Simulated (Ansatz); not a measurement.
# HSE06/cc-pVDZ run of BSiN2H5 (SMILES N[SiH]1BN1)

What is the energy change on altering one bond length of BSiN2H5 at HSE06/cc-pVDZ? 

The calculation is run with Ansatz 0.2.0.

61 further runs of the same task are left out: 61 set aside as unsound or not needed.

## (1) The structure to begin with

BSiN2H5: 9 atoms, total charge 0, spin state singlet. As SMILES, `N[SiH]1BN1`. Geometry: relaxed at PBE0-D4/def2-TZVP. This is one conformer, not always the lowest.

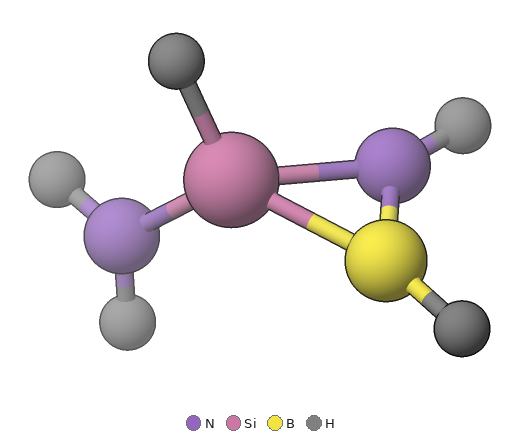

Viewed from a chosen angle; nitrogen purple, silicon pink, boron yellow, hydrogen grey.

## (2) The energy at HSE06/cc-pVDZ

Input file molecule.yaml:

```yaml
crystal:
  periodic: [false, false, false]
  atoms:
    - symbol: "N"
      position_ang: [-0.637800, 1.588100, 0.218200]
    - symbol: Si
      position_ang: [0.258900, 0.175500, 0.530500]
    - symbol: B
      position_ang: [-0.233900, -1.625800, 0.110200]
    - symbol: N
      position_ang: [0.650500, -0.971600, -0.738400]
    - symbol: H
      position_ang: [-0.221300, 2.503300, 0.212900]
    - symbol: H
      position_ang: [-1.561800, 1.577300, -0.177300]
    - symbol: H
      position_ang: [1.441200, 0.620900, 1.305200]
    - symbol: H
      position_ang: [-0.741300, -2.702400, 0.114400]
    - symbol: H
      position_ang: [1.134000, -1.211600, -1.592900]
basis:
  gaussian:
    orbitals: cc-pVDZ
hamiltonian:
  xc: {name: HSE06}
accuracy: high
output:
  orbitals: {seedname: orbitals}
```

On the command line:

```
$ ansatz run molecule.yaml --threads 1 --pin off --max-ram 3480MiB --events-out events.jsonl --progress --plain --runs-dir runs
```

The log of the run:

```text
Warning: RAYON_NUM_THREADS=1 ignored (pool sized by the plan → 1); use --threads N
Functional definition: HSE06
  name "HSE06"
  parameter a = 0.25
  parameter omega = 0.11/bohr
  exchange = pbe_x - a*pbe_x_sr(omega) + a*exact_x_sr(omega)
  correlation = pbe_c
1994 factors; integrals over basis functions are off by at most 3.8e-9 eV
99 factors; integrals over basis functions are off by at most 1.8e-9 eV
mean field evaluation 1: about -11598.2129 eV, gradient 6.8e1 eV
mean field evaluation 2: about -11584.7095 eV, gradient 9.9e1 eV
mean field evaluation 4: about -11607.4862 eV, gradient 6.3e0 eV
mean field evaluation 8: about -11607.7771 eV, gradient 8.6e-1 eV
mean field evaluation 16: about -11607.7795 eV, gradient 8.9e-5 eV
mean field -11607.77951825 eV, -426.5780292602 hartree, gradient 3.4e-8 eV, S^2 0.000000; 0 other end points of the search recorded, 0 dependent functions left out
reference -11607.77952168 eV, -426.5780293862 hartree; 19, 19 occupied and 66, 66 virtual orbitals, 1994 factors
Total energy: -11607.77952168 eV, -426.5780293862 hartree
```

It took 7.8 s on 1 thread of Arm Neoverse V1, shared host; peak memory 0.28 GiB.

## (3) The distorted shape, same level

Input file molecule.yaml:

```yaml
crystal:
  periodic: [false, false, false]
  atoms:
    - {symbol: N, position_ang: [-1.086148, 2.294396, 0.062051]}
    - {symbol: Si, position_ang: [0.258900, 0.175500, 0.530500]}
    - {symbol: B, position_ang: [-0.233900, -1.625800, 0.110200]}
    - {symbol: "N", position_ang: [0.650500, -0.971600, -0.738400]}
    - {symbol: H, position_ang: [-0.669648, 3.209596, 0.056751]}
    - {symbol: H, position_ang: [-2.010148, 2.283596, -0.333449]}
    - {symbol: H, position_ang: [1.441200, 0.620900, 1.305200]}
    - {symbol: H, position_ang: [-0.741300, -2.702400, 0.114400]}
    - {symbol: H, position_ang: [1.134000, -1.211600, -1.592900]}
basis:
  gaussian: {orbitals: cc-pVDZ}
hamiltonian: {xc: {name: HSE06}}
accuracy: high
output: {orbitals: {seedname: orbitals}}
```

On the command line:

```
$ ansatz run molecule.yaml --threads 1 --pin off --max-ram 3480MiB --events-out events.jsonl --progress --plain --runs-dir runs
```

The log of the run, shortened:

```text
Warning: RAYON_NUM_THREADS=1 ignored (pool sized by the plan → 1); use --threads N
[... 6 set-up lines as earlier in the session ...]
1946 factors; integrals over basis functions are off by at most 3.7e-9 eV
105 factors; integrals over basis functions are off by at most 1.7e-9 eV
mean field evaluation 1: about -11592.1655 eV, gradient 7.4e1 eV
mean field evaluation 2: about -11513.3938 eV, gradient 1.4e2 eV
mean field evaluation 4: about -11603.5461 eV, gradient 1.6e1 eV
mean field evaluation 8: about -11604.3523 eV, gradient 6.7e-1 eV
mean field evaluation 16: about -11604.5559 eV, gradient 2.1e-4 eV
mean field -11604.55585114 eV, -426.4595616791 hartree, gradient 6.2e-8 eV, S^2 0.000000; 0 other end points of the search recorded, 0 dependent functions left out
reference -11604.55585477 eV, -426.4595618124 hartree; 19, 19 occupied and 66, 66 virtual orbitals, 1946 factors
Total energy: -11604.55585477 eV, -426.4595618124 hartree
```

Wall time 8.4 s (1 thread of Arm Neoverse V1, shared host); peak memory 0.28 GiB.

## (4) Results

Level: HSE06/cc-pVDZ.

| quantity | value |
| --- | --- |
| first shape: total energy | -426.57803 Eh |
| first shape: HOMO energy | -6.01 eV |
| first shape: LUMO energy | -0.21 eV |
| first shape: HOMO–LUMO gap | 5.80 eV |
| distorted shape: total energy | -426.45956 Eh |
| distorted shape: HOMO energy | -4.71 eV |
| distorted shape: LUMO energy | -1.89 eV |
| distorted shape: HOMO–LUMO gap | 2.81 eV |
| energy change with the N1–Si2 bond stretched from 1.702 to 2.553 Å | 3.224 eV |

In words: With the N1–Si2 bond stretched from 1.702 to 2.553 Å the energy rises by 3.22 eV (311 kJ/mol). The first shape isn't relaxed at this level, so the change isn't measured from a minimum.
